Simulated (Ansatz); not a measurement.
## Electronic structure of C2H6Co (charge +1, quintet) in real space

```yaml
atoms:
  - { symbol: Co, position_ang: [-0.0004, 0.0001, 0.0001] }
  - { symbol: C, position_ang: [0.0144, -0.0031, 2.0354] }
  - { symbol: H, position_ang: [-0.4661, 0.9440, 2.2854] }
  - { symbol: H, position_ang: [1.0779, -0.0597, 2.2722] }
  - { symbol: H, position_ang: [-0.5632, -0.8949, 2.2836] }
  - { symbol: C, position_ang: [-0.0144, 0.0032, -2.0355] }
  - { symbol: H, position_ang: [-1.0785, 0.0454, -2.2731] }
  - { symbol: H, position_ang: [0.4790, -0.9375, -2.2848] }
  - { symbol: H, position_ang: [0.5514, 0.9026, -2.2833] }
```

Geometry: PBE0-D4/def2-TZVP.

The calculation used Ansatz, UKS PBE0-D4/def2-TZVP.

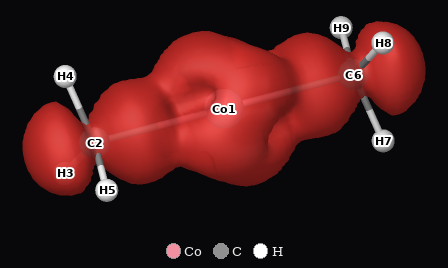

Figure 1. Isosurface of the spin density (α minus β) at +0.06 e/Å³ (red), seen at an oblique angle.

**Where is the unpaired spin?**

The unpaired spin (4 electrons) lies mostly on Co1 (about 2.9), C2 (about 0.5) and C6 (about 0.5), in electrons by Hirshfeld's partition.

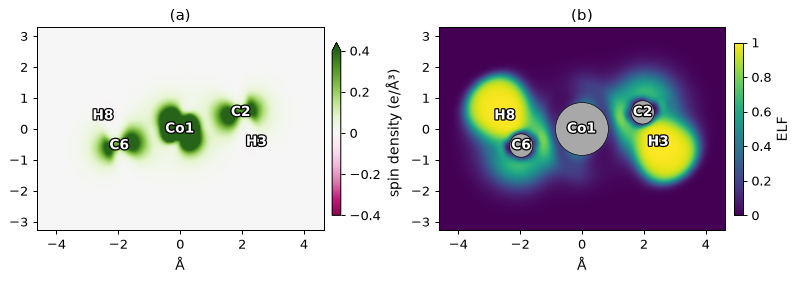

Figure 2. (a) spin density (α minus β); (b) electron localisation function on the plane of atoms Co1, C2 and H3. Grey discs cover the atomic cores in the ELF map.

**Interpret the plot.**

Atoms in the plane: Co, C and H.
C–Co (2.04 Å): the ELF peaks at about 0.80 in the valence shell of C, 0.7 Å from its nucleus, and is about 0.40 at the midpoint.
C–H (1.09 Å): the ELF climbs to about 1 towards the hydrogen, as it does in any bond to H; an ordinary covalent bond to hydrogen.

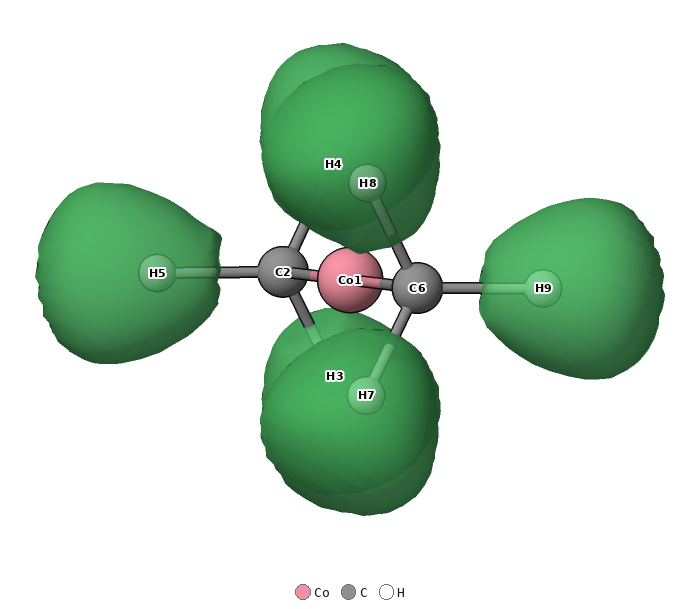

Figure 3. Isosurface of the ELF at 0.9 (green), seen at an oblique angle. Core shells and regions of very low density are left out.

**What do the ELF domains correspond to?**

The surface consists of six regions around hydrogen nuclei.

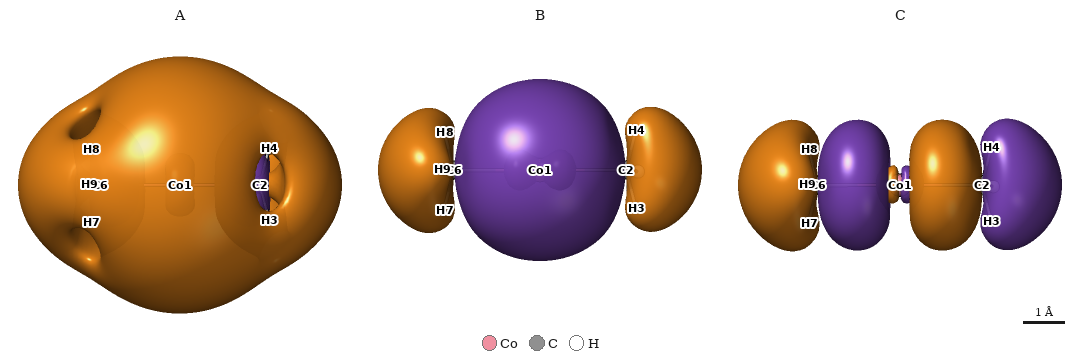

Figure 4. Three frontier orbitals at ±0.04 Å⁻³ᐟ² (orange and purple are the two phases), in no order.

**Which picture is the HOMO−1, the HOMO and the LUMO? All are α orbitals.**

B is the HOMO−1 (α) (−14.11 eV). It lies mainly on Co1 (about 50 %), C2 (about 20 %) and C6 (about 20 %); it is gerade (even under inversion). C is the HOMO (α) (−13.46 eV). By Hirshfeld shares it lies mainly on C2 (about 35 %), C6 (about 35 %) and Co1 (about 15 %); it is ungerade (odd under inversion). A is the LUMO (α) (−4.99 eV). By Hirshfeld shares it lies mainly on Co1 (about 25 %), C2 (about 20 %), C6 (about 20 %), H3 (about 5 %), H4 (about 5 %), H5 (about 5 %), H7 (about 5 %), H8 (about 5 %) and H9 (about 5 %); it is gerade (even under inversion).

**What is the gap between the highest occupied and lowest empty α orbitals?**

8.47 eV between the orbital energies.
